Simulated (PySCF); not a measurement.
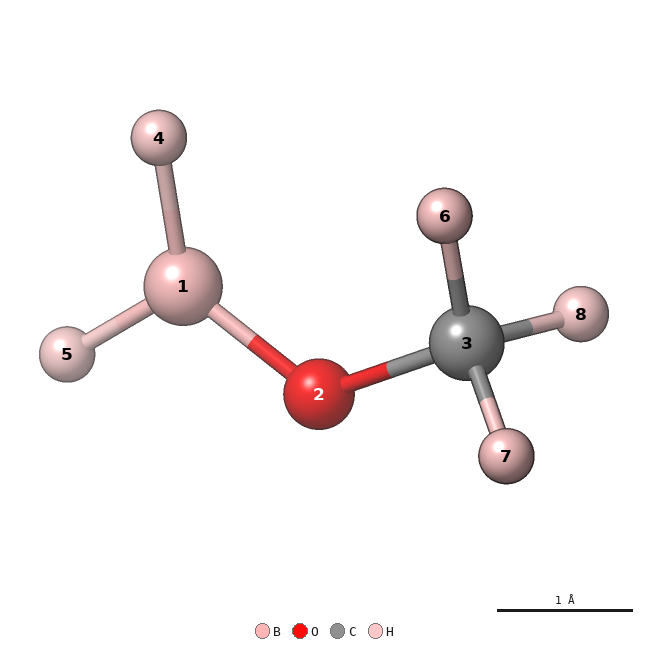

Orthographic view. Depth is shown by fading: the farther an atom, the more it takes the colour of the background. Geometry: a frame of a GFN2-xTB molecular-dynamics simulation, not a minimum.

Write a MOL file (V2000) with the atoms in numerical order, bonds sorted by atom number with the orders drawn, and coordinates in the frame of the picture: x right, y up, z towards the viewer, origin at the mean position.

```
CH5BO
                    3D

  8  7  0  0  0  0  0  0  0  0999 V2000
   -1.1700    0.2000   -0.6200 B   0  0  0  0  0  0  0  0  0  0  0  0
   -0.1600   -0.6000   -0.3900 O   0  0  0  0  0  0  0  0  0  0  0  0
    0.9300   -0.2200    0.4200 C   0  0  0  0  0  0  0  0  0  0  0  0
   -1.3500    1.3000   -0.1300 H   0  0  0  0  0  0  0  0  0  0  0  0
   -2.0300   -0.3100   -1.1800 H   0  0  0  0  0  0  0  0  0  0  0  0
    0.7700    0.7200    1.0000 H   0  0  0  0  0  0  0  0  0  0  0  0
    1.2300   -1.0600    1.0800 H   0  0  0  0  0  0  0  0  0  0  0  0
    1.7800   -0.0100   -0.1800 H   0  0  0  0  0  0  0  0  0  0  0  0
  1  2  1  0
  1  4  1  0
  1  5  1  0
  2  3  1  0
  3  6  1  0
  3  7  1  0
  3  8  1  0
M  END
```
